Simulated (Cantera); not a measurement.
Charge: 1 mol SiO2, 1.6 mol SiCl4, 85 mol N2, held at 0.000240 bar.

Method: chemical equilibrium by Gibbs-energy minimisation in Cantera with the NASA 1993 tables (ideal gas, pure condensed phases). Candidate condensed phases: Si, SiO2, Si2N2O, Si3N4; 23 gas species. The tables' values for SiCl3, SiCl are old estimates; treat these amounts as uncertain. The tables hold silica as quartz up to 1696 K and as liquid above; real silica turns to tridymite and cristobalite and melts near 1996 K. Kinetics and transport are ignored.

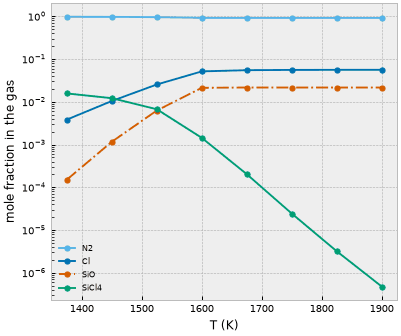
Figure. Equilibrium gas composition (values under 1e-9 drawn at 1e-9)

Read off the mole fractions at 1450 K.

N2 about 0.97, SiCl4 about 0.012, Cl about 0.010, SiO about 0.0012.
